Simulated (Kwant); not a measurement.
System: wire with an abrupt hard-wall neck in a InAs two-dimensional gas. Effective mass 0.023 mₑ, grid spacing 15 nm, hard walls, nominal width 300 nm (19 grid rows, so walls 300 nm apart), one parabolic valley, scattering region 900 nm long along x; energies count from the band bottom; Fermi energy swept from 9.0829e-05 to 0.006474 eV. Central neck 90 nm wide and 240 nm long.

The device is made up for the run: typed textbook-type constants, with dimensions and the other settings drawn at random.

Computed with Kwant: effective-mass tight-binding model on a square grid, one spin, coherent transport at 0 K. Conductance is in e²/h.

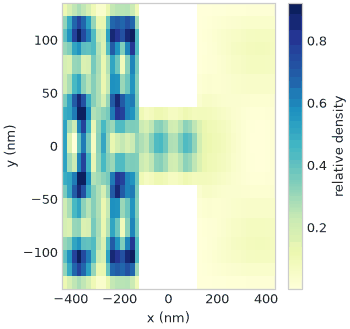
*Density of the scattering states that come in from the left lead, at energy = 0.0033287 eV, in bins, relative to the largest site value*

The conductance there is 0.93 e²/h with 4 open channel(s) in the leads.
